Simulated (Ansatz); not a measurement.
## Pressure series in Rh

Start from Rh in the fcc (Cu type) structure (space group Fm-3m, No. 225; a = 3.800 Å).

Cell and atoms are relaxed at each pressure.

Level of theory: r2SCAN in Ansatz (plane waves to 500 eV, PAW, spin-orbit coupling left out).

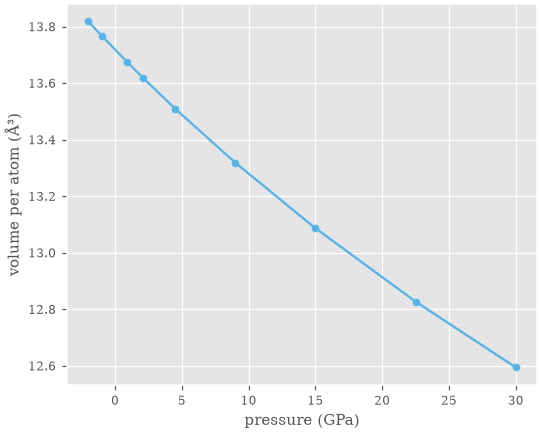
Figure. Volume against pressure

Q: Estimate the zero-pressure bulk modulus from the plot.

A: About 280 GPa; a third-order Birch–Murnaghan fit to the points gives V₀ = 13.72 Å³/atom, B₀ = 282 GPa and B₀′ = 5.1.

Measured bulk modulus of Rh: 271 GPa (static lattice; corrected from measurement; as listed in H. Levämäki et al., Physical Review B (2014)); the computed value is 4 % above it.

Load acts through the strain it causes; cell and atoms are relaxed under it. Stability against distortions was not tested. Competing high-pressure phases were not computed. All final runs are without spin polarisation.

Ansatz is a first-principles code.
